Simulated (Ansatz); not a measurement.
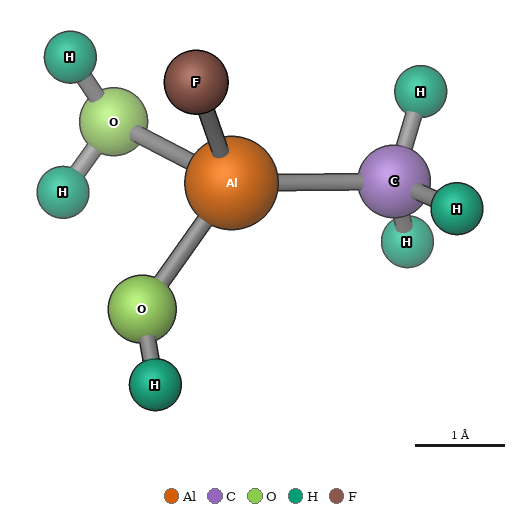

*The input geometry (ball-and-stick view, seen at a tilt). Sticks mark near contacts.*

# Nudged elastic band, with input and output: CH6AlFO2 (part 1 of 2)

The run: nudged elastic band of CH6AlFO2. Method and program: RKS B3LYP/def2-SVP (Ansatz 0.2.0).

It belongs to a series of runs on one base structure; here: band between the two ends.

### The input
```yaml
crystal:
  periodic: [false, false, false]
  atoms:
    - { symbol: Al, position_ang: [-0.076473, 0.119986, 0.438736] }
    - { symbol: C, position_ang: [1.069493, 1.139801, -0.763078] }
    - { symbol: O, position_ang: [-1.540551, -0.858997, -0.501894] }
    - { symbol: O, position_ang: [0.340003, -1.457759, 1.051082] }
    - { symbol: H, position_ang: [-2.385255, -0.583707, -0.108417] }
    - { symbol: F, position_ang: [-1.127775, 0.999745, 1.43101] }
    - { symbol: H, position_ang: [0.483312, 1.857293, -1.363653] }
    - { symbol: H, position_ang: [1.808782, 1.732527, -0.195357] }
    - { symbol: H, position_ang: [1.632874, 0.499651, -1.463193] }
    - { symbol: H, position_ang: [-1.307471, -1.719556, -0.090001] }
    - { symbol: H, position_ang: [1.102959, -1.729185, 1.564665] }
basis:
  gaussian: { orbitals: def2-SVP }
hamiltonian:
  xc: b3lyp
neb:
  order_check: false
  images: 7
  f_tol: 0.05
  max_iterations: 60
  final_atoms:
    - { symbol: Al, position_ang: [-0.583804, -0.88147444, 0.69018649] }
    - { symbol: C, position_ang: [0.65522409, 1.26392792, -0.76497299] }
    - { symbol: O, position_ang: [-1.40808822, -1.46897323, -0.66675013] }
    - { symbol: O, position_ang: [0.87824638, -1.62969165, 1.11518248] }
    - { symbol: H, position_ang: [-0.14681519, 1.51094552, -0.05098273] }
    - { symbol: F, position_ang: [-1.30338465, 0.2342966, 1.70426442] }
    - { symbol: H, position_ang: [0.22972952, 1.05247495, -1.75452601] }
    - { symbol: H, position_ang: [1.33325995, 2.12759319, -0.82051465] }
    - { symbol: H, position_ang: [1.24419986, 0.39723692, -0.42084863] }
    - { symbol: H, position_ang: [-2.29241333, -1.19820946, -0.92638291] }
    - { symbol: H, position_ang: [1.39374359, -1.40832731, 1.89524464] }
  initial_path:
    images:
      - { positions_ang: [[-0.076473, 0.119986, 0.438736], [1.069493, 1.139801, -0.763078], [-1.540551, -0.858997, -0.501894], [0.340003, -1.457759, 1.051082], [-2.385255, -0.583707, -0.108417], [-1.127775, 0.999745, 1.43101], [0.483312, 1.857293, -1.363653], [1.808782, 1.732527, -0.195357], [1.632874, 0.499651, -1.463193], [-1.307471, -1.719556, -0.090001], [1.102959, -1.729185, 1.564665]] }
      - { positions_ang: [[-0.13934098, -0.08590954, 0.41771892], [0.95881031, 1.1301067, -0.74247953], [-1.50628119, -0.98722834, -0.54477509], [0.43392943, -1.45172168, 1.13265379], [-1.86934792, -0.17456669, 0.00506181], [-1.13135379, 1.00759353, 1.38255414], [0.37866019, 1.81257798, -1.3754935], [1.69371501, 1.73650898, -0.19383336], [1.52917953, 0.46985597, -1.41151753], [-1.49780761, -1.73967955, -0.36435452], [1.149735, -1.71773835, 1.69436486]] }
      - { positions_ang: [[-0.20220897, -0.29180507, 0.39670184], [0.84812762, 1.1204124, -0.72188105], [-1.47201137, -1.11545968, -0.58765618], [0.52785587, -1.44568437, 1.21422559], [-1.35344083, 0.23457362, 0.11854061], [-1.13493257, 1.01544205, 1.33409827], [0.27400838, 1.76786295, -1.387334], [1.57864803, 1.74049095, -0.19230972], [1.42548506, 0.44006095, -1.35984206], [-1.68814422, -1.7598031, -0.63870803], [1.196511, -1.70629171, 1.82406472]] }
      - { positions_ang: [[-0.26507695, -0.49770061, 0.37568477], [0.73744494, 1.11071809, -0.70128258], [-1.43774156, -1.24369102, -0.63053726], [0.6217823, -1.43964705, 1.29579738], [-0.83753375, 0.64371393, 0.23201942], [-1.13851136, 1.02329058, 1.28564241], [0.16935657, 1.72314793, -1.3991745], [1.46358104, 1.74447293, -0.19078609], [1.32179059, 0.41026592, -1.30816658], [-1.87848082, -1.77992665, -0.91306155], [1.24328701, -1.69484506, 1.95376458]] }
      - { positions_ang: [[-0.32794494, -0.70359615, 0.35466769], [0.62676225, 1.10102379, -0.6806841], [-1.40347175, -1.37192236, -0.67341835], [0.71570874, -1.43360974, 1.37736918], [-0.32162667, 1.05285424, 0.34549822], [-1.14209015, 1.03113911, 1.23718655], [0.06470476, 1.67843291, -1.411015], [1.34851406, 1.7484549, -0.18926245], [1.21809613, 0.3804709, -1.25649111], [-2.06881743, -1.80005019, -1.18741506], [1.29006301, -1.68339841, 2.08346444]] }
      - { positions_ang: [[-0.3919097, -0.74806572, 0.43854739], [0.63387771, 1.14174982, -0.70175632], [-1.40462587, -1.39618508, -0.6717513], [0.75634315, -1.48263021, 1.3118225], [-0.2779238, 1.16737706, 0.24637799], [-1.18241377, 0.83192848, 1.35395602], [0.10596095, 1.52194342, -1.49689275], [1.34470053, 1.84323947, -0.3470755], [1.22462206, 0.3846624, -1.04758049], [-2.12471641, -1.64959001, -1.12215703], [1.31598315, -1.61463064, 2.03640949]] }
      - { positions_ang: [[-0.45587447, -0.79253529, 0.52242709], [0.64099317, 1.18247586, -0.72282854], [-1.40577998, -1.4204478, -0.67008424], [0.79697756, -1.53165069, 1.24627583], [-0.23422093, 1.28189988, 0.14725775], [-1.2227374, 0.63271785, 1.47072548], [0.14721714, 1.36545393, -1.5827705], [1.340887, 1.93802405, -0.50488855], [1.23114799, 0.38885391, -0.83866987], [-2.18061538, -1.49912983, -1.05689899], [1.3419033, -1.54586286, 1.98935454]] }
      - { positions_ang: [[-0.51983924, -0.83700487, 0.60630679], [0.64810863, 1.22320189, -0.74390077], [-1.4069341, -1.44471051, -0.66841718], [0.83761197, -1.58067117, 1.18072916], [-0.19051806, 1.3964227, 0.04813751], [-1.26306102, 0.43350723, 1.58749495], [0.18847333, 1.20896444, -1.66864825], [1.33707347, 2.03280862, -0.6627016], [1.23767392, 0.39304542, -0.62975925], [-2.23651436, -1.34866964, -0.99164095], [1.36782344, -1.47709509, 1.94229959]] }
      - { positions_ang: [[-0.583804, -0.88147444, 0.69018649], [0.65522409, 1.26392792, -0.76497299], [-1.40808822, -1.46897323, -0.66675013], [0.87824638, -1.62969165, 1.11518248], [-0.14681519, 1.51094552, -0.05098273], [-1.30338465, 0.2342966, 1.70426442], [0.22972952, 1.05247495, -1.75452601], [1.33325995, 2.12759319, -0.82051465], [1.24419986, 0.39723692, -0.42084863], [-2.29241333, -1.19820946, -0.92638291], [1.39374359, -1.40832731, 1.89524464]] }
```

Machine: 2 threads of Arm Neoverse V1, 24 GiB of memory available, shared host.

Launch command:
```bash
ansatz run input.yaml --threads 2 --pin off --max-ram 3072MiB --backend cpu --events-out ev --progress --plain --runs-dir out
```

### The program's output
```
Engine: ansatz 0.2.0, aarch64-unknown-linux-gnu
Functional definition: B3LYP
  parameter a0 = 0.2
  parameter ax = 0.72
  parameter ac = 0.81
  exchange = (1 - a0 - ax)*slater_x + ax*b88_x + a0*exact_x
  correlation = (1 - ac)*vwn_rpa_c + ac*lyp_c
1069 factors; integrals over basis functions are off by at most 4.3e-4 eV
mean field evaluation 1: about -14525.9994 eV, gradient 8.6e1 eV
mean field evaluation 2: about -14510.5735 eV, gradient 1.2e2 eV
mean field evaluation 4: about -14539.8438 eV, gradient 5.0e0 eV
mean field evaluation 8: about -14539.9073 eV, gradient 5.6e-2 eV
mean field -14539.90727126 eV, -534.3317367155 hartree, gradient 6.5e-5 eV, S^2 0.000000; 0 other end points of the search recorded, 0 dependent functions left out
the calculation of the forces begins
reference -14539.90752111 eV, -534.3317458976 hartree; 25, 25 occupied and 79, 79 virtual orbitals, 1069 factors
1063 factors; integrals over basis functions are off by at most 1.0e-3 eV
mean field evaluation 16: about -14502.2158 eV, gradient 1.4e2 eV
mean field -14540.25556227 eV, -534.3445361742 hartree, gradient 1.7e-5 eV, S^2 0.000000; 0 other end points of the search recorded, 0 dependent functions left out
[... from here on the field's lines of each further geometry are left out, up to the last ...]
NEB iter   1: max|band force component| = 4.411e1 eV/Å  barrier→ = 10.5162 eV  barrier← = 10.8645 eV  Δτ_max = 0.2000 Å  (230 SCF iters)
NEB iter   2: max|band force component| = 4.628e0 eV/Å  barrier→ = 3.7211 eV  barrier← = 4.0694 eV  Δτ_max = 0.2000 Å  (209 SCF iters)
NEB iter   3: max|band force component| = 2.829e0 eV/Å  barrier→ = 2.6772 eV  barrier← = 3.0255 eV  Δτ_max = 0.1991 Å  (208 SCF iters)
NEB iter   4: max|band force component| = 7.287e0 eV/Å  barrier→ = 2.2695 eV  barrier← = 2.6178 eV  Δτ_max = 0.0997 Å  (195 SCF iters)
NEB iter   5: max|band force component| = 1.308e0 eV/Å  barrier→ = 1.9138 eV  barrier← = 2.2621 eV  Δτ_max = 0.2000 Å  (194 SCF iters)
NEB iter   6: max|band force component| = 3.743e0 eV/Å  barrier→ = 1.8351 eV  barrier← = 2.1834 eV  Δτ_max = 0.1004 Å  (191 SCF iters)
NEB iter   7: max|band force component| = 7.894e-1 eV/Å  barrier→ = 1.6242 eV  barrier← = 1.9725 eV  Δτ_max = 0.2000 Å  (188 SCF iters)
NEB iter   8: max|band force component| = 1.181e0 eV/Å  barrier→ = 1.5812 eV  barrier← = 1.9295 eV  Δτ_max = 0.1012 Å  (188 SCF iters)
NEB iter   9: max|band force component| = 1.082e0 eV/Å  barrier→ = 1.5461 eV  barrier← = 1.8944 eV  Δτ_max = 0.1015 Å  (196 SCF iters)
NEB iter  10: max|band force component| = 7.575e-1 eV/Å  barrier→ = 1.5164 eV  barrier← = 1.8647 eV  Δτ_max = 0.1004 Å  (193 SCF iters)
NEB iter  11: max|band force component| = 9.053e-1 eV/Å  barrier→ = 1.4997 eV  barrier← = 1.8480 eV  Δτ_max = 0.0501 Å  (194 SCF iters)
NEB iter  12: max|band force component| = 2.668e-1 eV/Å  barrier→ = 1.4899 eV  barrier← = 1.8382 eV  CI = image 4  Δτ_max = 0.1018 Å  (195 SCF iters)
NEB iter  13: max|band force component| = 6.307e-1 eV/Å  barrier→ = 1.4663 eV  barrier← = 1.8145 eV  CI = image 4  Δτ_max = 0.0501 Å  (194 SCF iters)
NEB iter  14: max|band force component| = 3.996e-1 eV/Å  barrier→ = 1.4417 eV  barrier← = 1.7900 eV  CI = image 4  Δτ_max = 0.0999 Å  (197 SCF iters)
NEB iter  15: max|band force component| = 2.600e-1 eV/Å  barrier→ = 1.4295 eV  barrier← = 1.7778 eV  CI = image 4  Δτ_max = 0.1000 Å  (184 SCF iters)
NEB iter  16: max|band force component| = 4.181e-1 eV/Å  barrier→ = 1.4249 eV  barrier← = 1.7732 eV  CI = image 4  Δτ_max = 0.0500 Å  (190 SCF iters)
NEB iter  17: max|band force component| = 2.900e-1 eV/Å  barrier→ = 1.4221 eV  barrier← = 1.7704 eV  CI = image 4  Δτ_max = 0.1003 Å  (186 SCF iters)
NEB iter  18: max|band force component| = 4.219e-1 eV/Å  barrier→ = 1.4185 eV  barrier← = 1.7668 eV  CI = image 4  Δτ_max = 0.0502 Å  (190 SCF iters)
NEB iter  19: max|band force component| = 1.865e-1 eV/Å  barrier→ = 1.4144 eV  barrier← = 1.7627 eV  CI = image 4  Δτ_max = 0.0993 Å  (192 SCF iters)
NEB iter  20: max|band force component| = 3.337e-1 eV/Å  barrier→ = 1.4140 eV  barrier← = 1.7623 eV  CI = image 4  Δτ_max = 0.0502 Å  (192 SCF iters)
NEB iter  21: max|band force component| = 1.555e-1 eV/Å  barrier→ = 1.4126 eV  barrier← = 1.7609 eV  CI = image 4  Δτ_max = 0.0866 Å  (192 SCF iters)
NEB iter  22: max|band force component| = 1.753e-1 eV/Å  barrier→ = 1.4100 eV  barrier← = 1.7583 eV  CI = image 4  Δτ_max = 0.0434 Å  (192 SCF iters)
NEB iter  23: max|band force component| = 4.361e-1 eV/Å  barrier→ = 1.4097 eV  barrier← = 1.7580 eV  CI = image 4  Δτ_max = 0.0218 Å  (195 SCF iters)
NEB iter  24: max|band force component| = 1.957e-1 eV/Å  barrier→ = 1.4092 eV  barrier← = 1.7575 eV  CI = image 4  Δτ_max = 0.0434 Å  (199 SCF iters)
NEB iter  25: max|band force component| = 1.691e-1 eV/Å  barrier→ = 1.4084 eV  barrier← = 1.7567 eV  CI = image 4  Δτ_max = 0.0874 Å  (189 SCF iters)
NEB iter  26: max|band force component| = 9.173e-2 eV/Å  barrier→ = 1.4066 eV  barrier← = 1.7549 eV  CI = image 4  Δτ_max = 0.0787 Å  (189 SCF iters)
NEB iter  27: max|band force component| = 1.277e-1 eV/Å  barrier→ = 1.4048 eV  barrier← = 1.7531 eV  CI = image 4  Δτ_max = 0.0396 Å  (188 SCF iters)
NEB iter  28: max|band force component| = 1.787e-1 eV/Å  barrier→ = 1.4038 eV  barrier← = 1.7521 eV  CI = image 4  Δτ_max = 0.0197 Å  (187 SCF iters)
NEB iter  29: max|band force component| = 1.123e-1 eV/Å  barrier→ = 1.4037 eV  barrier← = 1.7520 eV  CI = image 4  Δτ_max = 0.0197 Å  (187 SCF iters)
NEB iter  30: max|band force component| = 1.676e-1 eV/Å  barrier→ = 1.4036 eV  barrier← = 1.7519 eV  CI = image 4  Δτ_max = 0.0099 Å  (194 SCF iters)
NEB iter  31: max|band force component| = 1.302e-1 eV/Å  barrier→ = 1.4034 eV  barrier← = 1.7517 eV  CI = image 4  Δτ_max = 0.0099 Å  (160 SCF iters)
NEB iter  32: max|band force component| = 1.019e-1 eV/Å  barrier→ = 1.4033 eV  barrier← = 1.7516 eV  CI = image 4  Δτ_max = 0.0197 Å  (161 SCF iters)
NEB iter  33: max|band force component| = 9.451e-2 eV/Å  barrier→ = 1.4020 eV  barrier← = 1.7503 eV  CI = image 4  Δτ_max = 0.0197 Å  (178 SCF iters)
NEB iter  34: max|band force component| = 1.002e-1 eV/Å  barrier→ = 1.4021 eV  barrier← = 1.7504 eV  CI = image 4  Δτ_max = 0.0197 Å  (178 SCF iters)
NEB iter  35: max|band force component| = 8.706e-2 eV/Å  barrier→ = 1.4015 eV  barrier← = 1.7498 eV  CI = image 4  Δτ_max = 0.0197 Å  (173 SCF iters)
NEB iter  36: max|band force component| = 1.032e-1 eV/Å  barrier→ = 1.3997 eV  barrier← = 1.7480 eV  CI = image 4  Δτ_max = 0.0394 Å  (179 SCF iters)
NEB iter  37: max|band force component| = 8.671e-2 eV/Å  barrier→ = 1.4004 eV  barrier← = 1.7487 eV  CI = image 4  Δτ_max = 0.0785 Å  (192 SCF iters)
NEB iter  38: max|band force component| = 2.416e-1 eV/Å  barrier→ = 1.4009 eV  barrier← = 1.7491 eV  CI = image 4  Δτ_max = 0.0395 Å  (190 SCF iters)
NEB iter  39: max|band force component| = 5.637e-1 eV/Å  barrier→ = 1.4007 eV  barrier← = 1.7490 eV  CI = image 4  Δτ_max = 0.0196 Å  (186 SCF iters)
NEB iter  40: max|band force component| = 1.468e-1 eV/Å  barrier→ = 1.4000 eV  barrier← = 1.7483 eV  CI = image 4  Δτ_max = 0.0393 Å  (173 SCF iters)
NEB iter  41: max|band force component| = 1.027e-1 eV/Å  barrier→ = 1.3987 eV  barrier← = 1.7470 eV  CI = image 4  Δτ_max = 0.0393 Å  (178 SCF iters)
NEB iter  42: max|band force component| = 1.444e-1 eV/Å  barrier→ = 1.3984 eV  barrier← = 1.7466 eV  CI = image 4  Δτ_max = 0.0197 Å  (181 SCF iters)
NEB iter  43: max|band force component| = 7.544e-2 eV/Å  barrier→ = 1.3970 eV  barrier← = 1.7453 eV  CI = image 4  Δτ_max = 0.0197 Å  (182 SCF iters)
NEB iter  44: max|band force component| = 6.176e-2 eV/Å  barrier→ = 1.3958 eV  barrier← = 1.7441 eV  CI = image 4  Δτ_max = 0.0197 Å  (181 SCF iters)
NEB iter  45: max|band force component| = 6.053e-2 eV/Å  barrier→ = 1.3943 eV  barrier← = 1.7426 eV  CI = image 4  Δτ_max = 0.0197 Å  (174 SCF iters)
```
